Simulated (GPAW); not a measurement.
# Fe K-edge XANES of Fe3C (P6_322), part 2 of 3

What does one-electron theory with a core hole give for the Fe K edge of Fe3C (P6_322)?

GPAW 26.7.0; X-ray absorption from dipole matrix elements to empty bands, plane-wave PAW LDA.

So far. Step 2 (Ground state of the crystal): The mesh shows no gap, so the system is treated as a metal and the core electron is put at the Fermi level (neutral cell).

### Step 4. Spectrum with XCH, Fe atom 1

The holes are 6.4 Å apart. In GPAW the data set carries the hole's charge, so charge=0 means a charged cell and charge=-1 a neutral one. The excited electron is kept in the cell, where it fills the lowest empty states and screens the hole. After the field has converged, empty bands are computed with the density fixed and the dipole matrix elements are summed.

The absorber has 2 C at 1.93 Å (bent, 127°, site symmetry 2).

xas.py

```python
import numpy as np
from ase import Atoms
from ase.parallel import parprint, paropen
from gpaw import GPAW, PW, FermiDirac, Mixer, MixerDif, setup_paths
from gpaw.test import gen
setup_paths.insert(0, '.')
gen('Fe', name='fch1s', xcname='LDA', corehole=(1, 0, 1), write_xml=True)
from gpaw.mpi import world
world.barrier()

atoms = Atoms('Fe18C6',
    cell=[[-2.33096734, -4.03735386, 4.31826627],
     [4.66193467, 0, 4.31826627],
     [-2.33096734, 4.03735386, 4.31826627]],
    scaled_positions=[[0.89460842, 0.21078316, 0.89460842],
     [0.22794175, 0.5441165, 0.22794175],
     [0.56127509, 0.87744983, 0.56127509],
     [0.9558835, 0.27205825, 0.27205825],
     [0.28921684, 0.60539158, 0.60539158],
     [0.62255017, 0.93872491, 0.93872491],
     [0.93872491, 0.62255017, 0.93872491],
     [0.27205825, 0.9558835, 0.27205825],
     [0.60539158, 0.28921684, 0.60539158],
     [0.5441165, 0.22794175, 0.22794175],
     [0.87744983, 0.56127509, 0.56127509],
     [0.21078316, 0.89460842, 0.89460842],
     [0.89460842, 0.89460842, 0.21078316],
     [0.22794175, 0.22794175, 0.5441165],
     [0.56127509, 0.56127509, 0.87744983],
     [0.93872491, 0.93872491, 0.62255017],
     [0.27205825, 0.27205825, 0.9558835],
     [0.60539158, 0.60539158, 0.28921684],
     [0.75, 0.08333333, 0.41666667],
     [0.08333333, 0.41666667, 0.75],
     [0.41666667, 0.75, 0.08333333],
     [0.91666667, 0.58333333, 0.25],
     [0.25, 0.91666667, 0.58333333],
     [0.58333333, 0.25, 0.91666667]],
    magmoms=[4.0, 4.0, 4.0, 4.0, 4.0, 4.0, 4.0, 4.0, 4.0, 4.0, 4.0, 4.0, 4.0, 4.0, 4.0, 4.0, 4.0, 4.0, 0.0, 0.0, 0.0, 0.0, 0.0, 0.0],
    pbc=True)
atoms.calc = calc = GPAW(legacy_gpaw=True, mode=PW(430), xc='LDA', setups={0: 'fch1s'},
    kpts={'size': (3, 3, 3), 'gamma': True}, occupations=FermiDirac(0.1),
    charge=-1, mixer=MixerDif(0.05, 8, 50), maxiter=150,
    convergence={'density': 0.0001}, txt='scf.txt')
energy = atoms.get_potential_energy() + calc.get_reference_energy()
ef = calc.get_fermi_level()
out = dict(energy=energy, fermi=ef, forces=atoms.get_forces().tolist(), magmoms=atoms.get_magnetic_moments().tolist())
parprint(f'all-electron energy {energy:.4f} eV, Fermi level {ef:.4f} eV')
ev = np.array([[calc.get_eigenvalues(k, s) for k in range(len(calc.get_ibz_k_points()))] for s in range(calc.get_number_of_spins())])
out['homo'], out['lumo'], out['counts'] = ev[ev < ef].max(), ev[ev > ef].min(), sorted(set((ev < ef).sum((0, 2)).tolist()))
out['filled'] = (ev[:, 0] < ef).sum(1).tolist()

from ase.units import Ha
from gpaw.xas import dipole_matrix_elements
nb = int(calc.get_number_of_electrons() / 2) + 238
top, nb = nb, nb + 8 + nb // 12
nscf = calc.fixed_density(kpts={'size': (3, 3, 3), 'gamma': True}, nbands=nb,
    convergence={'bands': top, 'eigenstates': 1e-5}, maxiter=60, txt='nscf.txt')
cell = atoms.cell.array
ops = [cell.T @ U.T @ np.linalg.inv(cell.T) for U in nscf.wfs.kd.symmetry.op_scc]
E = np.arange(-6, 34, 0.1)
fwhm = np.interp(E, [4, 25], [1.25, 3.5])
Y, X, zero, highest = 0, 0, 1e9, 1e9
for spin in range(nscf.get_number_of_spins()):
    wfs = nscf.wfs
    A = dipole_matrix_elements(wfs.setups[0])
    eps = np.zeros((wfs.kd.nibzkpts, nb))
    d = np.zeros((3, A.shape[1], wfs.kd.nibzkpts, nb), complex)
    for kpt in wfs.kpt_u:
        if kpt.s == spin and 0 in kpt.P_ani:
            eps[kpt.k] = kpt.eps_n * Ha
            d[:, :, kpt.k] = (kpt.weight * wfs.nspins / 2) ** 0.5 * np.inner(A, kpt.P_ani[0])
    world.sum(eps)
    world.sum(d)
    T = np.einsum('amkn,bmkn->abkn', d, d.conj()).real
    T = sum(np.einsum('ai,ijkn,bj->abkn', R, T, R) for R in ops) / len(ops)
    empty = eps > ef
    zero, highest = min(zero, eps[empty].min()), min(highest, eps[:, top - 1].min())
    lines = [(eps, T, empty)] if spin == 0 else lines + [(eps, T, empty)]
for eps, T, empty in lines:
    f = np.einsum('aakn->akn', T).reshape(3, -1)
    x = eps.ravel() - zero
    w = np.interp(x, E, fwhm) / 2.35482
    g = np.exp(-0.5 * ((E[:, None] - x) / w) ** 2) / (w * (2 * np.pi) ** 0.5)
    Y = Y + (f * empty.ravel()) @ g.T
    X = X + (f * ~empty.ravel()) @ g.T
out.update(E=E.round(2).tolist(), xas=Y.tolist(), xes=X.tolist(), zero=zero, valid=highest - zero, nk=len(eps), nb=nb)
for i in range(0, len(E), 10):
    parprint(f'{E[i]:7.2f}', *(f'{v:10.3e}' for v in Y[:, i]))
import json
with paropen('out.json', 'w') as f:
    json.dump(out, f)
```

Run with:

```bash
OMP_NUM_THREADS=1 mpirun -n 4 gpaw python xas.py
```

Numbers of over 12 decimals in the logs are rounded to 6 here.

Log:

```text
Input parameters:
  charge: -1
  convergence: {density: 0.0001}
  kpts: {gamma: True,
         size: (3, 3, 3)}
  maxiter: 150
  mixer: {backend: pulay,
          beta: 0.05,
          method: difference,
          nmaxold: 8,
          weight: 50}
  mode: {ecut: 430.0,
         name: pw}
  occupations: {fixmagmom: False,
                name: fermi-dirac,
                width: 0.1}
  setups: {0: fch1s}

Initialize ...

[... PAW data sets ...]

Reference energy: -621022.661315  # eV

Spin-polarized calculation.
Initial magnetic moment: 72.000000

[... convergence settings ...]
Symmetries present (total): 1
  [... symmetry matrices ...]

27 k-points: 3 x 3 x 3 Monkhorst-Pack grid
14 k-points in the irreducible part of the Brillouin zone
       k-points in crystal coordinates                weights
   0:     0.00000000    0.00000000    0.00000000          1/27
   1:     0.00000000    0.00000000    0.33333333          2/27
   2:     0.00000000    0.33333333   -0.33333333          2/27
   3:     0.00000000    0.33333333    0.00000000          2/27
   4:     0.00000000    0.33333333    0.33333333          2/27
   5:     0.33333333   -0.33333333   -0.33333333          2/27
   6:     0.33333333   -0.33333333    0.00000000          2/27
   7:     0.33333333   -0.33333333    0.33333333          2/27
   8:     0.33333333    0.00000000   -0.33333333          2/27
   9:     0.33333333    0.00000000    0.00000000          2/27
          ...
  13:     0.33333333    0.33333333    0.33333333          2/27

Wave functions: Plane wave expansion
  Cutoff energy: 430.000 eV
  Number of coefficients (min, max): 4922, 4948
  Pulay-stress correction: 0.000000 eV/Ang^3 (de/decut=0.000000)
  Using FFTW library
  Wavefunction extrapolation:
    Improved wavefunction reuse through dual PAW basis

Occupation numbers: Fermi-Dirac:
  width: 0.1000  # eV

Eigensolver
   Davidson(niter=2)

Densities:
  Coarse grid: 32*32*32 grid
  Fine grid: 64*64*64 grid
  Total Charge: 0.000000

Density mixing:
  Method: difference
  Backend: pulay
  Linear mixing parameter: 0.05
  old densities: 8
  Width of damping distribution: 1.1
  Damping of long wavelength oscillations: 50

[... Hamiltonian set-up ...]
Number of atoms: 24
Number of atomic orbitals: 186
Number of bands in calculation: 149
Number of valence electrons: 169
Bands to converge: occupied

... initialized

Initializing position-dependent things.

Density initialized from atomic densities
Creating initial wave functions:
  149 bands from LCAO basis set

             Fe    Fe
                 Fe   Fe
                Fe
         Fe         Fe
            C Fe       C
                  CFe
             FeC        Fe
                 Fe
          CFe   Fe   C
              Fe    Fe

Atomic positions and initial magnetic moments

Positions:
   0 Fe    -3.187949    0.000000    8.636533    ( 0.0000,  0.0000,  4.0000)
   1 Fe     1.473986    0.000000    4.318266    ( 0.0000,  0.0000,  4.0000)
   2 Fe     1.473986    0.000000    8.636533    ( 0.0000,  0.0000,  4.0000)
   3 Fe    -1.593974   -2.760845    6.477399    ( 0.0000,  0.0000,  4.0000)
   4 Fe     0.736993    1.276509    6.477399    ( 0.0000,  0.0000,  4.0000)
   5 Fe     0.736993    1.276509   10.795666    ( 0.0000,  0.0000,  4.0000)
   6 Fe    -1.473986   -0.000000   10.795666    ( 0.0000,  0.0000,  4.0000)
[...]
21 C     -0.000000   -2.691569    7.556966    ( 0.0000,  0.0000,  0.0000)
  22 C      2.330967    1.345785    7.556966    ( 0.0000,  0.0000,  0.0000)
  23 C     -2.330967    1.345785    7.556966    ( 0.0000,  0.0000,  0.0000)

Unit cell:
           periodic     x           y           z      points  spacing
  1. axis:    yes   -2.330967   -4.037354    4.318266    32     0.1923
  2. axis:    yes    4.661935    0.000000    4.318266    32     0.1923
[...]
Dipole moment: (0.201308, 0.004242, 66.179996) |e|*Ang

Total magnetic moment: (0.000000, 0.000000, 32.063137)
Local magnetic moments:
   0 Fe ( 0.000000,  0.000000,  1.032586)
   1 Fe ( 0.000000,  0.000000,  1.848325)
   2 Fe ( 0.000000,  0.000000,  1.845770)
   3 Fe ( 0.000000,  0.000000,  1.885702)
   4 Fe ( 0.000000,  0.000000,  1.834854)
   5 Fe ( 0.000000,  0.000000,  1.857460)
   6 Fe ( 0.000000,  0.000000,  1.855250)
[...]
15 Fe ( 0.000000,  0.000000,  1.892532)
  16 Fe ( 0.000000,  0.000000,  1.846066)
  17 Fe ( 0.000000,  0.000000,  1.840778)
  18 C  ( 0.000000,  0.000000, -0.068981)
  19 C  ( 0.000000,  0.000000, -0.061364)
  20 C  ( 0.000000,  0.000000, -0.067497)
  21 C  ( 0.000000,  0.000000, -0.068768)
  22 C  ( 0.000000,  0.000000, -0.069358)
  23 C  ( 0.000000,  0.000000, -0.062725)

Energy contributions relative to reference atoms: (reference = -621022.661315)

Kinetic:       +167.228835
Potential:     -156.753604
External:        +0.000000
XC:            -295.581229
Entropy (-ST):   -0.720303
Local:           +2.730783
SIC:             +0.000000
--------------------------
Free energy:   -283.095518
Extrapolated:  -282.735366

Spin contamination: 2.140572 electrons
Showing only first 2 kpts
                      Up                     Down
 Kpt  Band  Eigenvalues  Occupancy  Eigenvalues  Occupancy
  0    82      8.75985    0.99998     10.54240    0.00106
  0    83      8.76384    0.99998     10.57903    0.00073
  0    84      8.83321    0.99996     10.60628    0.00056
  0    85      8.84159    0.99996     10.64875    0.00036

  1    82      8.78286    0.99998     10.59525    0.00062
  1    83      8.82434    0.99997     10.63806    0.00041
  1    84      8.92976    0.99991     10.68754    0.00025
  1    85      8.93562    0.99990     10.70755    0.00020

Fermi level: 9.85716

No gap
No difference between direct/indirect transitions

Forces in eV/Ang:
  0 Fe    0.56120   -0.00938   -0.01482
  1 Fe    0.39147   -0.01625    0.01558
  2 Fe    0.43114   -0.00428   -0.02101
  3 Fe    0.15533    0.35253    0.10392
  4 Fe    0.19459    0.29781    0.03198
  5 Fe    0.26512    0.31628    0.03410
  6 Fe   -0.41718   -0.02509   -0.06131
[...]
21 C     0.01057    0.01601    0.02111
 22 C     0.00446   -0.04147    0.01163
 23 C    -0.04021   -0.03761    0.02263
Scalar-relativistic atomic LDA calculation for Fe (Iron, Z=26)
Core hole in 1s state (1s occupation: 1.0)
600 radial gridpoints.
|------------------------------------------------|
|------------------------------------------------|
[... the atom generator's iteration count ...]

Energy contributions:
-------------------------
Kinetic:    +1017.191859
XC:           -46.144240
Potential:  -1978.893260
-------------------------
Total:      -1007.845641

state      eigenvalue         ekin         rmax
-----------------------------------------------
1s^1.0 :  -267.812489   339.542654        0.038
2s^2.0 :   -32.757975    64.605958        0.217
2p^6.0 :   -28.815929    64.226874        0.173
3s^2.0 :    -4.204234    14.362904        0.677
3p^6.0 :    -2.970751    12.917389        0.677
3d^6.0 :    -0.864258     8.881693        0.650
4s^2.0 :    -0.535768     1.777873        2.128
4p^0.0 :    -0.326687     1.191254        2.559
-----------------------------------------------
(units: Bohr and Hartree)

Generating PAW setup
Kinetic energy of the core from tauc = 967.165349
Cutoffs:
rc(s)=2.200
rc(p)=2.000
rc(d)=2.000
rc(vbar)=1.800
rc(comp)=2.000
rc(nct)=2.200

Kinetic energy of the core states: 960.345957
Charge: 1.0
Core electrons: 17.0
Valence electrons: 8.0
Pseudo-core charge: 0.606597
Shape function alpha=2.500
Pseudo-electron charge 4.166632
state    eigenvalue         norm
--------------------------------
4s(2) :    -0.535768     1.073068
*s    :     0.464232
4p(0) :    -0.326687     0.992560
*p    :     0.673313
3d(6) :    -0.864258     0.235650
*d    :     0.135742
--------------------------------

Diagonalizing with gridspacing h=0.050

state   all-electron     PAW
-------------------------------
4s:      -0.535768    -0.535906
4p:      -0.326687    -0.326805
3d:      -0.864258    -0.864759
*f:                   -0.021137
-------------------------------
all-electron energy -621305.3967 eV, Fermi level 9.8572 eV
  -6.00  9.861e-37  1.355e-36  1.397e-36
  -5.00  3.327e-28  4.669e-28  4.818e-28
  -4.00  3.370e-21  4.786e-21  4.943e-21
  -3.00  1.056e-15  1.490e-15  1.537e-15
  -2.00  1.086e-11  1.468e-11  1.501e-11
  -1.00  4.101e-09  5.067e-09  5.014e-09
  -0.00  7.173e-08  8.091e-08  7.293e-08
[...]
31.00  4.725e-07  4.376e-07  5.603e-07
  32.00  4.706e-07  4.589e-07  5.654e-07
  33.00  4.844e-07  4.871e-07  5.518e-07
[key lines of the parts left out:]
Converged after 52 iterations.
```

The job ended after 19 min (4 MPI ranks of Arm Neoverse V2, shared host; peak memory 1.1 GiB).

The Fe K spectrum, Fe atom 1, excited-electron core hole (neutral cell) (energy from the lowest empty level; intensity scaled to a mean of 1 over the first 20 eV; polarised curves are means over the symmetry-equivalent atoms):

| E (eV) | isotropic | ε ⊥ c | ε ∥ c |
| --- | --- | --- | --- |
| -2.0 | 0.00 | 0.00 | 0.00 |
| -0.5 | 0.07 | 0.07 | 0.07 |
| 1.0 | 0.34 | 0.36 | 0.29 |
| 2.5 | 0.44 | 0.48 | 0.37 |
| 4.0 | 0.48 | 0.51 | 0.43 |
| 5.5 | 0.70 | 0.64 | 0.82 |
| 7.0 | 0.63 | 0.57 | 0.74 |
| 8.5 | 0.70 | 0.64 | 0.82 |
| 10.0 | 0.93 | 1.07 | 0.65 |
| 11.5 | 1.28 | 1.49 | 0.86 |
| 13.0 | 1.32 | 1.23 | 1.49 |
| 14.5 | 1.36 | 1.19 | 1.71 |
| 16.0 | 1.41 | 1.26 | 1.72 |
| 17.5 | 1.54 | 1.41 | 1.81 |
| 19.0 | 1.83 | 1.78 | 1.91 |
| 20.5 | 2.08 | 2.21 | 1.80 |
| 22.0 | 2.01 | 2.22 | 1.59 |
| 23.5 | 1.80 | 1.93 | 1.55 |
| 25.0 | 1.53 | 1.59 | 1.41 |
| 26.5 | 1.34 | 1.36 | 1.29 |
| 28.0 | 1.26 | 1.25 | 1.29 |
| 29.5 | 1.27 | 1.21 | 1.38 |
| 31.0 | 1.31 | 1.21 | 1.49 |

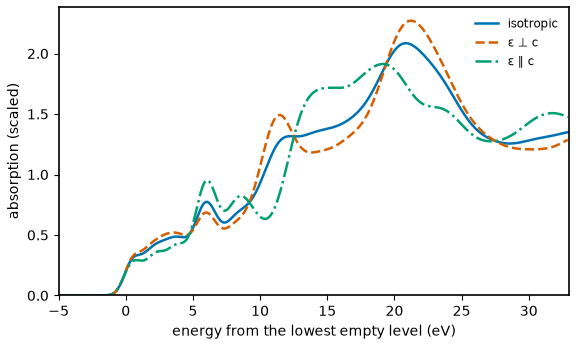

The Fe K edge, Fe atom 1, excited-electron core hole (neutral cell): main maxima at 6.0 and 20.9 eV.

Main maxima below 30 eV (height): 6.0 eV (0.77) and 20.9 eV (2.08). A K edge sees empty p states. The weak features of the first eV are p character mixed into the empty d bands; the main 4p edge lies above them.

The total-energy difference is 7091.41 eV. The tabulated edge of the element is 7112 eV. The functional leaves an error in such absolute values: in the free atom LDA prices this hole 16.1 eV below PBE (computed apart), and PBE is itself good to a few eV.

### Step 5. Cell without a hole, the energy reference

The cell and mesh change for the next run, so it gets a reference energy of its own.

scf.py

```python
import numpy as np
from ase import Atoms
from ase.parallel import parprint, paropen
from gpaw import GPAW, PW, FermiDirac, Mixer, MixerDif, setup_paths
from gpaw.test import gen
setup_paths.insert(0, '.')
gen('Fe', name='nch1s', xcname='LDA', corehole=(1, 0, 0), write_xml=True)
from gpaw.mpi import world
world.barrier()

atoms = Atoms('Fe6C2',
    cell=[[0, 0, -4.31826627],
     [-2.33096734, -4.03735386, 0],
     [-4.66193467, 0, 0]],
    scaled_positions=[[0, 0, 0.68382526],
     [0.5, 0.68382526, 0],
     [0.5, 0, 0.31617474],
     [0, 0.31617474, 0],
     [0, 0.68382526, 0.31617474],
     [0.5, 0.31617474, 0.68382526],
     [0.75, 0.33333333, 0.33333333],
     [0.25, 0.66666667, 0.66666667]],
    magmoms=[4.0, 4.0, 4.0, 4.0, 4.0, 4.0, 0.0, 0.0],
    pbc=True)
atoms.calc = calc = GPAW(legacy_gpaw=True, mode=PW(430), xc='LDA', setups={0: 'nch1s'},
    kpts={'size': (4, 4, 4), 'gamma': True}, occupations=FermiDirac(0.1),
    charge=0, mixer=MixerDif(0.05, 8, 50), maxiter=150,
    convergence={'density': 0.0001}, txt='scf.txt')
energy = atoms.get_potential_energy() + calc.get_reference_energy()
ef = calc.get_fermi_level()
out = dict(energy=energy, fermi=ef, forces=atoms.get_forces().tolist(), magmoms=atoms.get_magnetic_moments().tolist())
parprint(f'all-electron energy {energy:.4f} eV, Fermi level {ef:.4f} eV')
ev = np.array([[calc.get_eigenvalues(k, s) for k in range(len(calc.get_ibz_k_points()))] for s in range(calc.get_number_of_spins())])
out['homo'], out['lumo'], out['counts'] = ev[ev < ef].max(), ev[ev > ef].min(), sorted(set((ev < ef).sum((0, 2)).tolist()))
out['filled'] = (ev[:, 0] < ef).sum(1).tolist()
import json
with paropen('out.json', 'w') as f:
    json.dump(out, f)
```

Run with:

```bash
OMP_NUM_THREADS=1 mpirun -n 4 gpaw python scf.py
```

Log:

```text
Input parameters:
  convergence: {density: 0.0001}
  kpts: {gamma: True,
         size: (4, 4, 4)}
  maxiter: 150
  mixer: {backend: pulay,
          beta: 0.05,
          method: difference,
          nmaxold: 8,
          weight: 50}
  mode: {ecut: 430.0,
         name: pw}
  occupations: {fixmagmom: False,
                name: fermi-dirac,
                width: 0.1}
  setups: {0: nch1s}

Initialize ...

[...]
*s    :     0.798577
4p(0) :    -0.052601     0.991270
*p    :     0.947399
3d(6) :    -0.284898     0.340374
*d    :     0.715102
--------------------------------

Diagonalizing with gridspacing h=0.050

state   all-electron     PAW
-------------------------------
4s:      -0.201423    -0.201507
4p:      -0.052601    -0.052622
3d:      -0.284898    -0.285412
*f:                    0.070434
-------------------------------
all-electron energy -209465.6166 eV, Fermi level 9.8891 eV
[key lines of the parts left out:]
Converged after 32 iterations.
Dipole moment: (-0.000000, 0.000000, 0.000000) |e|*Ang
Free energy:    -80.486709
Fermi level: 9.88907
```

The job ended after 75 s (4 MPI ranks; peak memory 0.32 GiB; 5 min of CPU time).

[end of part 2 of 3]

[Banner, clock and machine lines of the logs are left out without a mark of their own.]

[Logs are printed without paths, hosts, clocks, repeated set-up lines and the standing remarks that a program may print on its own settings, such as how far it seeks lower states.]

[Hosts, paths, dates, database ids (printed as entryN), source tags and the programs' standing remarks are cut or masked in the printed files.]

[Lists of maxima count a maximum above −3 eV only where it reaches 4 % of the highest in the window and stands out from its surroundings by 2 % of it (1.5 % where it reaches 55 %); shoulders and weaker maxima are passed over, and of the rest the first, up to two pre-edge ones and the few strongest are named.]
